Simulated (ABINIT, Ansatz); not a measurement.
**TiO2 (Rutile): G0W0 on several meshes in ABINIT**

Aim: the GW shift of TiO2 (Rutile) against the k mesh.

Method: PBE and many-body steps on it, plane waves, in ABINIT 10.8.3.

**1. The starting structure**

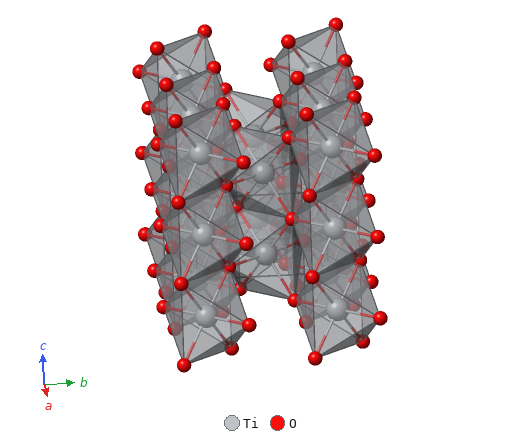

The starting structure, seen slightly off an axis (titanium light grey, oxygen red). 2×1×2 cells are drawn. Some periodic images of atoms are drawn too.

The cell and positions come from the Crystallography Open Database and are kept as given unless a step says otherwise.

**2. Empty states on the mesh, 4×4×4 mesh, 318 bands**

This step: ABINIT 10.8.3; DFT, PBE, plane waves, norm-conserving pseudopotentials.

The sums over transitions need many empty states on a uniform mesh; this step solves for them.

Input file run.abi:

```
acell 3*1.0 Angstrom
rprim 
  4.592200000000 0.000000000000 0.000000000000
  0.000000000000 4.592200000000 0.000000000000
  0.000000000000 0.000000000000 2.957400000000
ntypat 2
znucl 22 8
natom 6
typat 1 1 2 2 2 2
xred 
  0.000000000000 0.000000000000 0.000000000000
  0.500000000000 0.500000000000 0.500000000000
  0.304960000000 0.304960000000 0.000000000000
  0.195040000000 0.804960000000 0.500000000000
  0.695040000000 0.695040000000 0.000000000000
  0.804960000000 0.195040000000 0.500000000000
pp_dirpath "pseudos"
pseudos "Ti.upf, O.upf"
ecut 38
ngkpt 4 4 4
nshiftk 1
shiftk 0 0 0
kptopt 1
chksymbreak 0
irdden 1
istwfk *1
nband 318
prtvol 0
optdriver 6
gwr_task "HDIAGO"
paral_kgb 0
occopt 1
indata_prefix "in"
outdata_prefix "out"
tmpdata_prefix "tmp"
```

The run is started by

```
OMP_NUM_THREADS=1 mpirun -n 16 abinit run.abi > log
```

Output:

```text
.Version 10.8.3 of ABINIT. v10.8.2 released Aug 2026.

 Symmetries : space group P4_2/m n m (#136); Bravais tP (primitive tetrag.)
[... echo of the input left out ...]
== DATASET  1 ==================================================================
-   mpi_nproc: 16, omp_nthreads: 1 (-1 if OMP is not activated)

--- !DatasetInfo
iteration_state: {dtset: 1, }
dimensions: {natom: 6, nkpt: 18, mband: 318, nsppol: 1, nspinor: 1, nspden: 1, mpw: 4748, }
cutoff_energies: {ecut:  38.0, pawecutdg:  -1.0, }
[...]
Direct band gap semiconductor
 Fundamental gap:     1.917 (eV)
   VBM:     5.660 (eV) at k: [ 0.0000E+00,  0.0000E+00,  0.0000E+00]
   CBM:     7.576 (eV) at k: [ 0.0000E+00,  0.0000E+00,  0.0000E+00]
 Direct gap:         1.917 (eV) at k: [ 0.0000E+00,  0.0000E+00,  0.0000E+00]

== END DATASET(S) ==============================================================
================================================================================

 -outvars: echo values of variables after computation  --------
           etotal      0.0000000000E+00
            nband         318
             nkpt          18
          spgroup         136
 [... the other variables as echoed above ...]

 Calculation completed.
```

The job ended after 4.7 min (16 MPI ranks of Arm Neoverse N1, shared host; peak memory 20 GiB).

Numbers from this step:

```
gap                                                           : 1.917 eV
k of the valence top                                          : 0, 0, 0
k of the conduction bottom                                    : 0, 0, 0
least direct gap                                              : 1.917 eV
k points computed                                             : 18
lowest point of the top converged band, above the valence top : 146.1334 eV
```

On this mesh the gap is 1.917 eV.

The density comes from a self-consistent run that is not shown.

**3. Screening, 4×4×4 mesh, 140 bands, screening to 141.5 eV**

The RPA dielectric matrix is built and inverted for each q.

This step: RPA screening on PBE, plane waves, norm-conserving pseudopotentials.

Changes to run.abi since step 2:

```diff
@@ -24,10 +24,11 @@
 chksymbreak 0
-irdden 1
 istwfk *1
-nband 318
-prtvol 0
-optdriver 6
-gwr_task "HDIAGO"
-paral_kgb 0
 occopt 1
+irdwfk 1
+optdriver 3
+nband 140
+ecuteps 5.2
+inclvkb 2
+awtr 1
+symchi 1
 indata_prefix "in"
```

Output:

```text
.Version 10.8.3 of ABINIT. v10.8.2 released Aug 2026.

 Symmetries : space group P4_2/m n m (#136); Bravais tP (primitive tetrag.)
[... echo of the input left out ...]
== DATASET  1 ==================================================================
-   mpi_nproc: 16, omp_nthreads: 1 (-1 if OMP is not activated)

--- !DatasetInfo
iteration_state: {dtset: 1, }
dimensions: {natom: 6, nkpt: 18, mband: 140, nsppol: 1, nspinor: 1, nspden: 1, mpw: 4748, }
cutoff_energies: {ecut:  38.0, pawecutdg:  -1.0, }
electrons: {nelect:   4.80000000E+01, charge:   0.00000000E+00, occopt:   1.00000000E+00, tsmear:   1.00000000E-02, }

 SCREENING: Calculation of the susceptibility and dielectric matrices

 Based on a program developped by R.W. Godby, V. Olevano, G. Onida, and L. Reining.
 Incorporated in ABINIT by V. Olevano, G.-M. Rignanese, and M. Torrent.
.Using double precision arithmetic ; gwpc =  8

[... cell and pseudopotentials left out ...]
--------------------------------------------------------------------------------

 ==== K-mesh for the wavefunctions ====
 Number of points in the irreducible wedge :    18
[... list of points left out ...]
 Together with 16 symmetry operations and time-reversal symmetry
 yields    64 points in the full Brillouin Zone.

 ==== Q-mesh for the screening function ====
 Number of points in the irreducible wedge :    18
[... list of points left out ...]
 Together with 16 symmetry operations and time-reversal symmetry
 yields    64 points in the full Brillouin Zone.

 setmesh: FFT mesh size selected  =    36x   36x   24
          total number of points  =        31104

 vcoul_init : cutoff-mode = AUXILIARY_FUNCTION
 q-points for optical limit:   1
     1)      0.000010    0.000020    0.000030

- screening: taking advantage of time-reversal symmetry
- Maximum band index for partially occupied states nbvw = 24
- Remaining bands to be divided among processors   nbcw = 116
- Number of bands treated by each node ~7

 Number of electrons calculated from density =   48.0000; Expected =   48.0000
 average of density, n =  0.114049
 r_s =    1.2792
 omega_plasma =   32.5763 [eV]

 calculating chi0 at frequencies [eV] :
  1    0.000000E+00    0.000000E+00
  2    0.000000E+00    3.257632E+01

--------------------------------------------------------------------------------
  q-point number  1        q = ( 0.000000, 0.000000, 0.000000) [r.l.u.]
--------------------------------------------------------------------------------
[... chi0 elements left out ...]
 For q-point:  0.000010 0.000020 0.000030
  dielectric constant =   8.5540
  dielectric constant without local fields =   8.9685

  Average fulfillment of the sum rule on Im[epsilon] for q-point    1 :     62.22  [%]
[... wings left out ...]
  q-point number  2        q = ( 0.250000, 0.000000, 0.000000) [r.l.u.]
--------------------------------------------------------------------------------
[... chi0 elements left out ...]
  Average fulfillment of the sum rule on Im[epsilon] for q-point    2 :     72.98  [%]

 [... 16 further q-points ...]
```

Run time: 4.1 min. Hardware: 16 MPI ranks; peak memory 6.6 GiB.

Numbers from this step:

```yaml
eps_infinity_with_local_fields_on_this_mesh_along_the_program_s_q_direction: 8.554
the_same_without_local_fields: 8.969
plasma_frequency: 32.58 eV
plane_waves_in_the_screening_matrix: 249
```

Local fields lower ε∞ by 5 %. On a Γ-centred mesh this coarse the value itself is usually too large, while a short band sum pulls it down.

**4. 4×4×4**

The self-energy is evaluated for the states that the input lists, and the levels follow from it, in one-shot runs by the linearised quasiparticle equation.

This step: G0W0 on PBE, plane waves, norm-conserving pseudopotentials.

Changes to run.abi since step 3:

```diff
@@ -27,8 +27,15 @@
 irdwfk 1
-optdriver 3
+optdriver 4
 nband 140
+gwcalctyp 0
+ecutsigx 38
+symsigma 1
+nkptgw 1
+kptgw 
+  0.0000000000 0.0000000000 0.0000000000
+bdgw 
+  22 26
 ecuteps 5.2
-inclvkb 2
-awtr 1
-symchi 1
+irdscr 1
+ppmodel 1
 indata_prefix "in"
```

Output:

```text
.Version 10.8.3 of ABINIT. v10.8.2 released Aug 2026.

 Symmetries : space group P4_2/m n m (#136); Bravais tP (primitive tetrag.)
[... echo of the input left out ...]
== DATASET  1 ==================================================================
-   mpi_nproc: 16, omp_nthreads: 1 (-1 if OMP is not activated)

--- !DatasetInfo
iteration_state: {dtset: 1, }
dimensions: {natom: 6, nkpt: 18, mband: 140, nsppol: 1, nspinor: 1, nspden: 1, mpw: 4748, }
cutoff_energies: {ecut:  38.0, pawecutdg:  -1.0, }
electrons: {nelect:   4.80000000E+01, charge:   0.00000000E+00, occopt:   1.00000000E+00, tsmear:   1.00000000E-02, }

 SIGMA: Calculation of the GW corrections

 Based on a program developped by R.W. Godby, V. Olevano, G. Onida, and L. Reining.
 Incorporated in ABINIT by V. Olevano, G.-M. Rignanese, and M. Torrent.
.Using double precision arithmetic ; gwpc =  8

[... cell and pseudopotentials left out ...]
--------------------------------------------------------------------------------

 ==== K-mesh for the wavefunctions ====
 Number of points in the irreducible wedge :    18
[... list of points left out ...]
 Together with 16 symmetry operations and time-reversal symmetry
 yields    64 points in the full Brillouin Zone.

 ==== Q-mesh for screening function ====
 Number of points in the irreducible wedge :    18
[... list of points left out ...]
 Together with 16 symmetry operations and time-reversal symmetry
 yields    64 points in the full Brillouin Zone.

 vcoul_init : cutoff-mode = AUXILIARY_FUNCTION
 q-points for optical limit:   1
     1)      0.000010    0.000020    0.000030
 setmesh: FFT mesh size selected  =    50x   50x   32
          total number of points  =        80000

 Number of electrons calculated from density =   48.0000; Expected =   48.0000
 average of density, n =  0.114049
 r_s =    1.2792
 omega_plasma =   32.5763 [eV]

 === KS Band Gaps ===
  >>>> For spin  1
   Minimum direct gap =   1.9166 [eV], located at k-point      :   0.0000  0.0000  0.0000
   Fundamental gap    =   1.9166 [eV], Top of valence bands at :   0.0000  0.0000  0.0000
                                       Bottom of conduction at :   0.0000  0.0000  0.0000
 SIGMA fundamental parameters:
 PLASMON POLE MODEL  1
 number of plane-waves for SigmaX                 4679
 number of plane-waves for SigmaC and W            249
 number of plane-waves for wavefunctions          4679
 number of bands                                   140
 number of independent spin polarizations            1
 number of spinorial components                      1
 number of k-points in IBZ                          18
 number of q-points in IBZ                          18
 number of symmetry operations                      16
 number of k-points in BZ                           64
 number of q-points in BZ                           64
 number of frequencies for dSigma/dE                 9
 frequency step for dSigma/dE [eV]                0.25
 number of omega for Sigma on real axis              0
 max omega for Sigma on real axis  [eV]           0.00
 zcut for avoiding poles [eV]                     0.10

 EPSILON^-1 parameters (SCR file):
 dimension of the eps^-1 matrix on file            249
 dimension of the eps^-1 matrix used               249
 number of plane-waves for wavefunctions          4679
 number of bands                                   140
 number of q-points in IBZ                          18
 number of frequencies                               2
 number of real frequencies                          1
 number of imag frequencies                          1

 matrix elements of self-energy operator (all in [eV])

 Perturbative Calculation

--- !SelfEnergy_ee
iteration_state: {dtset: 1, }
kpoint     : [   0.000,    0.000,    0.000, ]
spin       : 1
KS_gap     :    1.917
QP_gap     :    3.375
Delta_QP_KS:    1.459
data: !SigmaeeData |
     Band     E0 <VxcDFT>   SigX SigC(E0)      Z dSigC/dE  Sig(E)    E-E0       E
       22   5.208 -20.672 -25.174   4.748   0.771  -0.297 -20.483   0.189   5.397
       23   5.208 -20.672 -25.174   4.748   0.771  -0.297 -20.483   0.189   5.397
       24   5.660 -20.448 -25.098   4.929   0.765  -0.308 -20.235   0.213   5.873
       25   7.576 -20.150 -12.063  -5.939   0.779  -0.284 -18.478   1.672   9.248
       26   7.879 -19.778 -12.069  -5.685   0.780  -0.282 -18.199   1.579   9.458

== END DATASET(S) ==============================================================
================================================================================

 -outvars: echo values of variables after computation  --------
           etotal      0.0000000000E+00
            nband         140
             nkpt          18
          spgroup         136
 [... the other variables as echoed above ...]

 Calculation completed.
```

The job ended after 9.2 s (16 MPI ranks; peak memory 3.2 GiB).

This step gave:

* G0W0 gap on the points computed: 3.375 eV
* starting gap on the mesh: 1.917 eV
* k of the valence top: 0, 0, 0
* k of the conduction bottom: 0, 0, 0
* Z at the valence top: 0.765
* Z at the conduction bottom: 0.779
* least direct G0W0 gap on the computed points: 3.375 eV

The gap on the mesh goes from 1.92 eV to 3.37 eV, a correction of +1.46 eV.

**5. Empty states on the mesh, 2×2×4 mesh, 148 bands**

This step: DFT, PBE, plane waves, norm-conserving pseudopotentials.

Changes to run.abi since step 4:

```diff
@@ -19,3 +19,3 @@
 ecut 38
-ngkpt 4 4 4
+ngkpt 2 2 4
 nshiftk 1
@@ -24,18 +24,10 @@
 chksymbreak 0
+irdden 1
 istwfk *1
+nband 148
+prtvol 0
+optdriver 6
+gwr_task "HDIAGO"
+paral_kgb 0
 occopt 1
-irdwfk 1
-optdriver 4
-nband 140
-gwcalctyp 0
-ecutsigx 38
-symsigma 1
-nkptgw 1
-kptgw 
-  0.0000000000 0.0000000000 0.0000000000
-bdgw 
-  22 26
-ecuteps 5.2
-irdscr 1
-ppmodel 1
 indata_prefix "in"
```

Output:

```text
[banner, memory and clock lines left out]
.Version 10.8.3 of ABINIT. v10.8.2 released Aug 2026.

 Symmetries : space group P4_2/m n m (#136); Bravais tP (primitive tetrag.)
[... echo of the input left out ...]
== DATASET  1 ==================================================================
-   mpi_nproc: 16, omp_nthreads: 1 (-1 if OMP is not activated)

--- !DatasetInfo
iteration_state: {dtset: 1, }
dimensions: {natom: 6, nkpt: 9, mband: 148, nsppol: 1, nspinor: 1, nspden: 1, mpw: 4748, }
cutoff_energies: {ecut:  38.0, pawecutdg:  -1.0, }
[...]
Integrated=    4.8000E+01

 === KS gaps after direct diagonalization ===
 Direct band gap semiconductor
 Fundamental gap:     1.917 (eV)
   VBM:     5.660 (eV) at k: [ 0.0000E+00,  0.0000E+00,  0.0000E+00]
   CBM:     7.576 (eV) at k: [ 0.0000E+00,  0.0000E+00,  0.0000E+00]
 Direct gap:         1.917 (eV) at k: [ 0.0000E+00,  0.0000E+00,  0.0000E+00]

== END DATASET(S) ==============================================================

 -outvars: echo values of variables after computation  --------
           etotal      0.0000000000E+00
            nband         148
             nkpt           9
          spgroup         136
 [... the other variables as echoed above ...]

 Calculation completed.
```

Elapsed: 2.5 min, on 16 MPI ranks; peak memory 16 GiB; 40 min of CPU time.

This step gave:

```
gap                                                           : 1.917 eV
k of the valence top                                          : 0, 0, 0
k of the conduction bottom                                    : 0, 0, 0
least direct gap                                              : 1.917 eV
k points computed                                             : 9
lowest point of the top converged band, above the valence top : 76.8672 eV
```

On this mesh the gap is 1.917 eV.

**6. Screening, 2×2×4 mesh, 140 bands, screening to 141.5 eV**

This step: RPA screening on PBE, plane waves, norm-conserving pseudopotentials.

Changes to run.abi since step 5:

```diff
@@ -24,10 +24,11 @@
 chksymbreak 0
-irdden 1
 istwfk *1
-nband 148
-prtvol 0
-optdriver 6
-gwr_task "HDIAGO"
-paral_kgb 0
 occopt 1
+irdwfk 1
+optdriver 3
+nband 140
+ecuteps 5.2
+inclvkb 2
+awtr 1
+symchi 1
 indata_prefix "in"
```

Output:

```text
.Version 10.8.3 of ABINIT. v10.8.2 released Aug 2026.

 Symmetries : space group P4_2/m n m (#136); Bravais tP (primitive tetrag.)
[... echo of the input left out ...]
== DATASET  1 ==================================================================
-   mpi_nproc: 16, omp_nthreads: 1 (-1 if OMP is not activated)

--- !DatasetInfo
iteration_state: {dtset: 1, }
dimensions: {natom: 6, nkpt: 9, mband: 140, nsppol: 1, nspinor: 1, nspden: 1, mpw: 4748, }
cutoff_energies: {ecut:  38.0, pawecutdg:  -1.0, }
electrons: {nelect:   4.80000000E+01, charge:   0.00000000E+00, occopt:   1.00000000E+00, tsmear:   1.00000000E-02, }

 SCREENING: Calculation of the susceptibility and dielectric matrices

 Based on a program developped by R.W. Godby, V. Olevano, G. Onida, and L. Reining.
 Incorporated in ABINIT by V. Olevano, G.-M. Rignanese, and M. Torrent.
.Using double precision arithmetic ; gwpc =  8

[... cell and pseudopotentials left out ...]
--------------------------------------------------------------------------------

 ==== K-mesh for the wavefunctions ====
 Number of points in the irreducible wedge :     9
[... list of points left out ...]
 Together with 16 symmetry operations and time-reversal symmetry
 yields    16 points in the full Brillouin Zone.

 ==== Q-mesh for the screening function ====
 Number of points in the irreducible wedge :     9
[... list of points left out ...]
 Together with 16 symmetry operations and time-reversal symmetry
 yields    16 points in the full Brillouin Zone.

 setmesh: FFT mesh size selected  =    36x   36x   24
          total number of points  =        31104

 vcoul_init : cutoff-mode = AUXILIARY_FUNCTION
 q-points for optical limit:   1
     1)      0.000010    0.000020    0.000030

- screening: taking advantage of time-reversal symmetry
- Maximum band index for partially occupied states nbvw = 24
- Remaining bands to be divided among processors   nbcw = 116
- Number of bands treated by each node ~7

 Number of electrons calculated from density =   48.0000; Expected =   48.0000
 average of density, n =  0.114049
 r_s =    1.2792
 omega_plasma =   32.5763 [eV]

 calculating chi0 at frequencies [eV] :
  1    0.000000E+00    0.000000E+00
  2    0.000000E+00    3.257632E+01

--------------------------------------------------------------------------------
  q-point number  1        q = ( 0.000000, 0.000000, 0.000000) [r.l.u.]
--------------------------------------------------------------------------------
[... chi0 elements left out ...]
 For q-point:  0.000010 0.000020 0.000030
  dielectric constant =   8.9024
  dielectric constant without local fields =   9.3350

  Average fulfillment of the sum rule on Im[epsilon] for q-point    1 :     62.16  [%]
[... wings left out ...]
  q-point number  2        q = ( 0.500000, 0.000000, 0.000000) [r.l.u.]
--------------------------------------------------------------------------------
[... chi0 elements left out ...]
  Average fulfillment of the sum rule on Im[epsilon] for q-point    2 :     69.08  [%]

 [... 7 further q-points ...]
```

Elapsed: 55 s, on 16 MPI ranks; peak memory 4 GiB; 15 min of CPU time.

This step gave:

- ε∞ with local fields, on this mesh, along the program's q direction: 8.902
- the same without local fields: 9.335
- plasma frequency: 32.58 eV
- plane waves in the screening matrix: 249

(Continued in part 2 of 2.)

[Paths, hosts, dates, memory and timing lines, banners, echoed tables and standing remarks are left out of the program output.]

[Logs are printed without paths, hosts, clocks, repeated set-up lines and the standing remarks that a program may print on its own settings, such as how far it seeks lower states.]

[Runs of the session that timed out or met a known fault of the program may be left out.]

[Hosts, paths, dates, database ids (printed as entryN), source tags and the programs' standing remarks are cut or masked in the printed files.]

[G0W0 gaps are taken among the corrected bands and points alone; a level outside them can change the order at an edge.]

[Where Ansatz stands beside ABINIT at settings called matched, ABINIT's density can come from a denser mesh and the files from another edition; pairs whose starting gaps differed by over 0.03 eV were left out, so agreement reads better than it is.]
